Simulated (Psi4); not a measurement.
**PBE0/def2-SVPD run of BH2ClO (SMILES OBCl)**

What is the vertical singlet–triplet gap of BH2ClO at PBE0/def2-SVPD? 

Program for the calculation: Psi4 1.11.

2 further runs of the same task are left out: 2 that didn't finish.

### 1 Starting point

The species is BH2ClO (5 atoms), meant as a singlet with charge 0. SMILES: `OBCl`. The shape is that of a PBE0-D4/def2-TZVP optimisation. This is one conformer, not always the lowest.

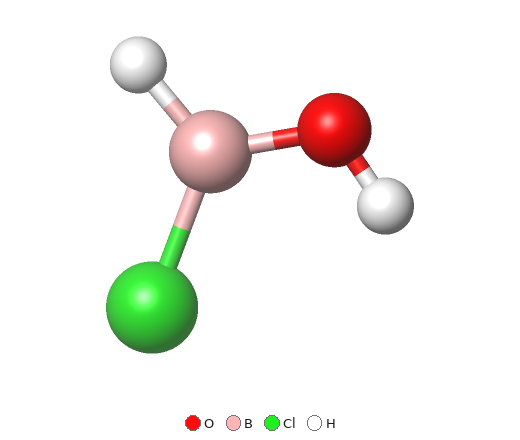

Viewed from a chosen angle; oxygen red, boron pink, chlorine green, hydrogen white.

### 2 Energy and forces at PBE0/def2-SVPD

The input, input.json:

```json
{
  "schema_name": "qcschema_input",
  "schema_version": 1,
  "molecule": {
    "schema_name": "qcschema_molecule",
    "schema_version": 2,
    "symbols": ["O", "B", "Cl", "H", "H"],
    "geometry": [-1.63140056, -1.16898458, -0.00548021, 0.7162062, -0.25927042, 0.26059323, 1.49023802, 2.82703028, -0.74700874, -2.79244829, 0.00226767, -0.77422079, 2.31170197, -1.54031576, 1.18788184],
    "molecular_charge": 0,
    "molecular_multiplicity": 1,
    "fix_symmetry": "c1",
    "fix_com": true,
    "fix_orientation": true
  },
  "driver": "gradient",
  "model": {
    "method": "pbe0",
    "basis": "def2-SVPD"
  },
  "keywords": {
    "reference": "rks",
    "puream": true,
    "e_convergence": 1e-09,
    "d_convergence": 1e-08,
    "scf_type": "pk",
    "dft_radial_points": 99,
    "dft_spherical_points": 590,
    "scf_properties": ["LOWDIN_CHARGES", "MULLIKEN_CHARGES", "DIPOLE"]
  }
}
```

The run is started by

```
$ psi4 --qcschema input.json -n 1 --memory 1600MB
```

stdout, shortened:

```text
[...]
  Running in c1 symmetry.
[...]
  Nuclear repulsion =   84.721670250700868
[...]
  Multiplicity = 1
[...]
  Nalpha       = 16
  Nbeta        = 16
[...]
    Number of basis functions: 86
[...]
   @RKS iter   1:  -560.93964804990878   -2.37533e-01   7.14797e-03 DIIS/ADIIS
[...]
   @RKS iter  10:  -561.09317500461918   -7.16227e-12   5.05082e-09 DIIS
[...]
    Orbital Energies [Eh]
    ---------------------
    Doubly Occupied:
       1A   -101.697907     2A    -19.265261     3A     -9.547009
       4A     -7.285560     5A     -7.280898     6A     -7.279455
       7A     -6.869785     8A     -1.080687     9A     -0.865998
      10A     -0.616164    11A     -0.498253    12A     -0.462597
      13A     -0.425275    14A     -0.376976    15A     -0.355171
      16A     -0.339896
[...]
  @RKS Final Energy:  -561.09317500461918
   => Energetics <=
    Nuclear Repulsion Energy =             84.7216702507008677
    One-Electron Energy =                -940.9552911111668436
    Two-Electron Energy =                 326.4256554833362998
    DFT Exchange-Correlation Energy =     -31.2852096274896496
    Empirical Dispersion Energy =           0.0000000000000000
    VV10 Nonlocal Energy =                  0.0000000000000000
    Total Energy =                       -561.0931750046192974
[...]
 Multipole Moments:
 ------------------------------------------------------------------------------------
     Multipole            Electronic (a.u.)      Nuclear  (a.u.)        Total (a.u.)
 ------------------------------------------------------------------------------------
 L = 1.  Multiply by 2.5417464519 to convert [e a0] to [Debye]
 Dipole X            :        -15.7827595           15.3831265           -0.3996330
 Dipole Y            :        -35.8152315           35.8732379            0.0580064
 Dipole Z            :         10.8974511          -11.0263631           -0.1289120
 Magnitude           :                                                    0.4238980
[...]
  Mulliken Charges: (a.u.)
   Center  Symbol    Alpha    Beta     Spin     Total
       1     O     4.16747  4.16747  0.00000 -0.33493
       2     B     2.32084  2.32084  0.00000  0.35832
       3    CL     8.72588  8.72588  0.00000 -0.45176
       4     H     0.41653  0.41653  0.00000  0.16693
       5     H     0.36928  0.36928  0.00000  0.26143
   Total alpha = 16.00000, Total beta = 16.00000, Total charge =  0.00000
  Lowdin Charges: (a.u.)
   Center  Symbol    Alpha    Beta     Spin     Total
       1     O     4.04097  4.04097  0.00000 -0.08193
[...]
  -Total Gradient:
     Atom            X                  Y                   Z
    ------   -----------------  -----------------  -----------------
       1       -0.000412927163    -0.000862966460     0.000225929564
       2        0.003438060536     0.002294237311     0.000018322817
       3       -0.000534645126    -0.003526569430     0.001242190700
       4        0.001265687755    -0.000250623012     0.000435598416
       5       -0.003766984750     0.002334412727    -0.001920396960
[...]
```

The result, in JSON:

```text
{
 "driver": "gradient",
 "model": {
  "method": "pbe0",
  "basis": "def2-SVPD"
 },
 "success": true,
 "return_result": [-0.000412927162873708, -0.0008629664600570686, 0.00022592956376271678, 0.0034380605362802075, 0.002294237311360637, 1.8322817150473458e-05, -0.0005346451261567242, -0.0035265694301868933, 0.0012421907004843552, 0.0012656877546216305, -0.00025062301228112593, 0.0004355984160489823, -0.0037669847499275516, 0.0023344127266720777, -0.0019203969597604426],
 "properties": {
  "calcinfo_nbasis": 86,
  "calcinfo_nmo": 86,
  "calcinfo_nalpha": 16,
  "calcinfo_nbeta": 16,
  "calcinfo_natom": 5,
  "nuclear_repulsion_energy": 84.72167025070087,
  "return_energy": -561.0931750046192,
  "return_gradient": [-0.000412927162873708, -0.0008629664600570686, 0.00022592956376271678, 0.0034380605362802075, 0.002294237311360637, 1.8322817150473458e-05, -0.0005346451261567242, -0.0035265694301868933, 0.0012421907004843552, 0.0012656877546216305, -0.00025062301228112593, 0.0004355984160489823, -0.0037669847499275516, 0.0023344127266720777, -0.0019203969597604426],
  "scf_one_electron_energy": -940.9552911111668,
  "scf_two_electron_energy": 326.4256554833363,
  "scf_xc_energy": -31.28520962748965,
  "scf_dipole_moment": [-0.3996329612764793, 0.05800643074354639, -0.12891195941497102],
  "scf_total_energy": -561.0931750046192,
  "scf_total_gradient": [-0.000412927162873708, -0.0008629664600570686, 0.00022592956376271678, 0.0034380605362802075, 0.002294237311360637, 1.8322817150473458e-05, -0.0005346451261567242, -0.0035265694301868933, 0.0012421907004843552, 0.0012656877546216305, -0.00025062301228112593, 0.0004355984160489823, -0.0037669847499275516, 0.0023344127266720777, -0.0019203969597604426],
  "scf_iterations": 10
 }
}
```

It took 9.9 s on 1 thread of Intel Xeon 6975P-C (Granite Rapids), shared host; peak memory 0.97 GiB.

### 3 The triplet at the same level

The input, input.in:

```
memory 1600 MB

molecule mol {
  0 3
  O     -1.63140056    -1.16898458    -0.00548021
  B      0.71620620    -0.25927042     0.26059323
  Cl     1.49023802     2.82703028    -0.74700874
  H     -2.79244829     0.00226767    -0.77422079
  H      2.31170197    -1.54031576     1.18788184
  units bohr
  symmetry c1
}

set basis def2-SVPD
set reference uks
set puream true
set e_convergence 1e-09
set d_convergence 1e-08
set scf_type pk
set dft_radial_points 99
set dft_spherical_points 590
set maxiter 200

energy_value, wavefunction = gradient('pbe0', return_wfn=True)
oeprop(wavefunction, 'QUADRUPOLE', 'DIPOLE', 'MULLIKEN_CHARGES')
print_variables()
```

The run is started by

```
$ psi4 -i input.in -o input.out -n 1
```

input.out, shortened:

```text
[...]
  Running in c1 symmetry.
[...]
  Nuclear repulsion =   84.721670250700868
[...]
  Multiplicity = 3
[...]
  Nalpha       = 17
  Nbeta        = 15
[...]
    Number of basis functions: 86
[...]
   @UKS iter   1:  -560.55120145194314    1.50914e-01   8.86529e-03 ADIIS/DIIS
[...]
   @UKS iter  17:  -560.84545330654100   -4.66116e-12   4.08619e-09 DIIS
[...]
   @S^2 Observed:                2.005651915E+00
[...]
  @UKS Final Energy:  -560.84545330654100
   => Energetics <=
    Nuclear Repulsion Energy =             84.7216702507008677
    One-Electron Energy =                -940.1892828813265623
    Two-Electron Energy =                 325.8770147817519955
    DFT Exchange-Correlation Energy =     -31.2548554576673325
    Empirical Dispersion Energy =           0.0000000000000000
    VV10 Nonlocal Energy =                  0.0000000000000000
    Total Energy =                       -560.8454533065410033
[...]
  -Total Gradient:
     Atom            X                  Y                   Z
    ------   -----------------  -----------------  -----------------
       1        0.049592695474     0.020411959572     0.005155170704
       2        0.011873871260    -0.023693119042     0.012455814920
       3       -0.023615377663    -0.013109226870    -0.001116990970
       4       -0.001143026938     0.007701635811    -0.003332077706
       5       -0.036718670632     0.008677482869    -0.013160287307
[...]
 Multipole Moments:
 ------------------------------------------------------------------------------------
     Multipole            Electronic (a.u.)      Nuclear  (a.u.)        Total (a.u.)
 ------------------------------------------------------------------------------------
 L = 1.  Multiply by 2.5417464519 to convert [e a0] to [Debye]
 Dipole X            :          1.3100141           -1.3289311           -0.0189170
 Dipole Y            :          2.6940823           -2.0113007            0.6827816
 Dipole Z            :         -0.7110378            0.4375798           -0.2734580
 Magnitude           :                                                    0.7357499
 L = 2.  Multiply by 1.3450342976 to convert [e a0^2] to [Debye ang]
 Quadrupole XX       :        -84.2644769           67.4121625          -16.8523143
 Quadrupole XY       :        -67.1154362           65.2196817           -1.8957545
[...]
```

Run time: 19 s. Hardware: 1 thread of Intel Xeon 6975P-C (Granite Rapids), shared host; peak memory 0.97 GiB.

### 4 Summary of results

At PBE0/def2-SVPD:

| quantity | value |
| --- | --- |
| singlet: total energy | -561.09318 Eh |
| singlet: dipole moment | 1.08 D |
| singlet: HOMO energy | -9.25 eV |
| singlet: LUMO energy | -0.52 eV |
| singlet: HOMO–LUMO gap | 8.73 eV |
| singlet: largest force on an atom | 0.248 eV/Å |
| triplet: total energy | -560.84545 Eh |
| triplet: dipole moment | 1.87 D |
| triplet: HOMO energy (highest over α and β) | -2.98 eV |
| triplet: ⟨S²⟩ | 2.006 |
| triplet: largest force on an atom | 2.770 eV/Å |
| vertical energy of the triplet above the singlet | 6.741 eV |

In words: At this shape the triplet lies 6.74 eV (155 kcal/mol) above the singlet. Mulliken charges (singlet) run from -0.45 on Cl3 to +0.36 on B2; in a basis this large or diffuse they mean little.
